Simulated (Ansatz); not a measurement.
# Ni (fcc, Cu type): energy against volume

Ni (fcc, Cu type)

```xyz
1
Lattice="0.0000 1.7314 1.7314 1.7314 0.0000 1.7314 1.7314 1.7314 0.0000" Properties=species:S:1:pos:R:3 pbc="T T T"
Ni     0.0000     0.0000     0.0000
```

The volume is varied about the relaxed value V₀ at fixed cell shape. Symmetry pins the atoms to their sites.

Calculation: PBEsol (plane waves to 420 eV, PAW, scalar-relativistic; Ansatz, a program for electronic structure). k mesh 24×24×24 (Γ-centred), Fermi-Dirac smearing 0.05 eV. The energy includes the smearing's −TS. On this mesh the relaxed cell isn't quite at rest: it carries a pressure of 0.2 GPa (compression positive) at the zero of the scan. Ni was relaxed with its symmetry unable to fall. Relaxed Ni ends ferromagnetic. Other magnetic orders were not checked, so this need not be the ground state. The zero of ΔE is the relaxed starting cell.

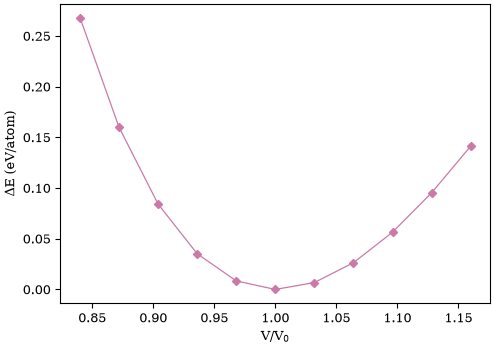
Figure: ΔE (eV/atom) against V/V₀; markers are the computed points, lines only join them.

The pressure derivative B₀′ (fit) comes out as 4.8. The bulk modulus B₀ (third-order Birch-Murnaghan fit) comes out as 229 GPa, the equilibrium volume of the fit comes out as 10.39 Å³/atom and the pressure for 5 % compression (fit) comes out as 13.3 GPa. The energy cost of the largest expansion is 141 meV/atom.

Check by three points about V = 10.380 Å³/atom, step 0.664: d²E/dV² ≈ (35 − 2·0 + 26) meV / 0.664² = 0.138 eV/Å⁶, and V·d²E/dV² × 160.2 = 230 GPa.

(Under strain, the slope of the energy per volume gives the stress and its curvature an elastic modulus.)
